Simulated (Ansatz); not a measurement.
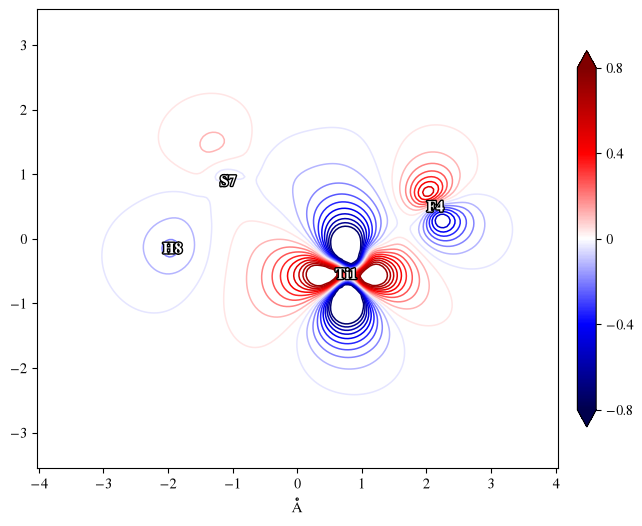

F$_{2}$H$_{2}$OSTi···HCl. The LUMO on the plane of atoms F4, Ti1 and S7 (values in Å⁻³ᐟ²; the overall sign is arbitrary).

Method: Ansatz 0.2.0, RKS PBE0-D4/def2-SVP.

| atom | x (Å) | y (Å) | z (Å) |
| --- | --- | --- | --- |
| Ti | 0.5067 | -0.4086 | -0.5122 |
| Cl | -1.2968 | -1.3115 | 2.8869 |
| F | 1.0048 | -0.8665 | -2.1085 |
| F | 0.6190 | 1.2889 | -0.1956 |
| O | -1.0959 | -1.0156 | -0.2194 |
| H | -1.5828 | -1.0808 | 0.6245 |
| S | 1.8352 | -1.4021 | 1.1210 |
| H | 1.5301 | -2.6415 | 0.6625 |
| H | -0.0467 | -1.3764 | 2.4847 |

### Where does this orbital lie, and at what energy?

Its weight (Hirshfeld) is mainly on Ti1 (about 75 %) and F4 (about 10 %). Its energy is −2.95 eV.
